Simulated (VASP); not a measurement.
Given:

```xyz
1
Lattice="-1.5740 1.5740 1.5740 1.5740 -1.5740 1.5740 1.5740 1.5740 -1.5740" Properties=species:S:1:pos:R:3 pbc="T T T"
Mo     0.0000     0.0000     0.0000
```

Calculation: MS2 meta-GGA, VASP's PBE PAW potentials (set 64) (plane waves; VASP). Settings: 520 eV cut-off, 18×18×18 Γ-centred mesh, tetrahedra with Blöchl corrections, potentials Mo_sv.

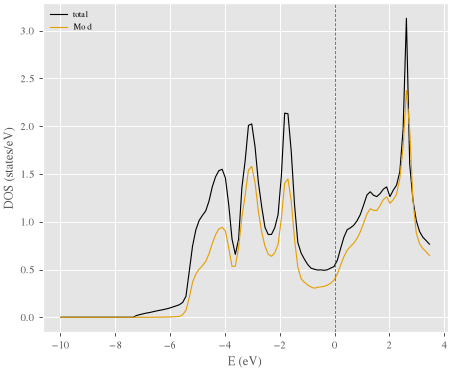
Figure. Total and projected density of states, zero at the Fermi level

Within 2 eV below the Fermi level the largest weight inside VASP's projection spheres is Mo d.

It has no gap at this level: it comes out as a metal or semimetal.

The compound is Mo in the bcc structure. It was relaxed first.
